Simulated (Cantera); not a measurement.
Input: 1 mol V, 19 mol NH3, equilibrated at 1775 °C.

These are equilibrium values from Cantera (NASA tables, ideal gas, pure condensed phases), not measurements of a reactor. Candidate condensed phases: V, VN; 11 gas species. VN: taken at fixed stoichiometry. Condensed phases not in the tables: V2N, N, O or C dissolved in the metal. Equilibrium is a limit: real reactors are often held back by kinetics, nucleation or transport.

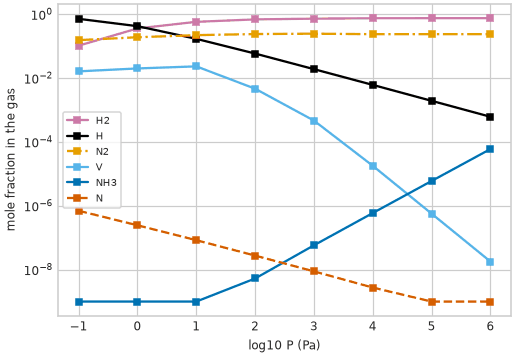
Fig. 1. Equilibrium gas composition (values under 1e-9 drawn at 1e-9)

From 0.100 Pa to 10.0 Pa nothing is condensed. From 1.00 mbar to 10.0 mbar the condensed part is V(s). From 0.100 bar to 10.0 bar the condensed part is VN(s). The main V-bearing gas is V throughout.
